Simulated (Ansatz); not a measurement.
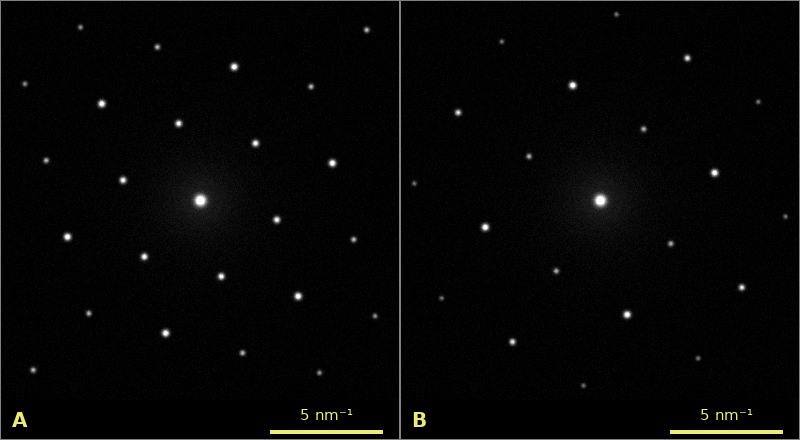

Kinematic electron diffraction patterns (120 kV, B = 0.5 Å², same scale, each along a low-index zone) of two structures of composition MoS, each relaxed at zero pressure with Ansatz 0.2.0, DFT PBE, scalar-relativistic, plane waves, PAW.

The structures (standard cells):
1. P6_3/mmc (No. 194), a = 3.232 Å, c = 6.456 Å (hexagonal axes), 4 atoms; generated start, possibly hypothetical
2. F-43m (No. 216), a = 5.334 Å, 8 atoms; generated start, possibly hypothetical

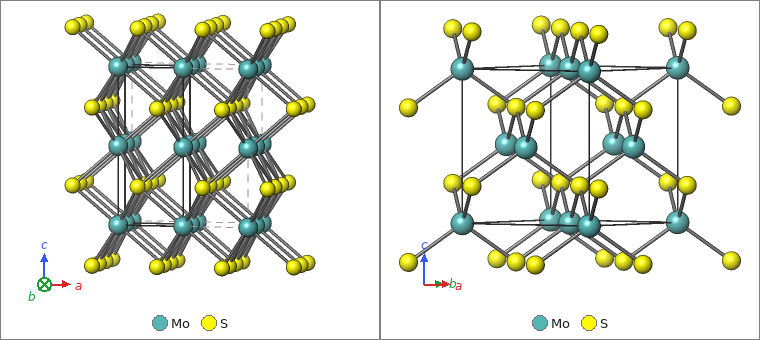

Drawings of the structures 1 to 2, from left to right (each may span several cells).

> Which pattern belongs to which structure, and along which zone?

A is structure 1 along [001]: hexagonal net of 1 -1 0 at d = 2.80 Å and 1 0 0 at d = 2.80 Å, 60.0° apart. B is structure 2 along [001] or an equivalent direction: square net of 2 0 0 at d = 2.67 Å and 0 2 0 at d = 2.67 Å, 90.0° apart.

> Which structure lies lowest at this level of theory, and by how much?

Structure 1 (P6_3/mmc, 14.60 Å³ an atom) is the lowest of these; structure 2 (F-43m, 18.97 Å³ an atom) lies about 340 meV an atom higher. These are static energies at 0 K; other structures, not shown, may lie lower still.
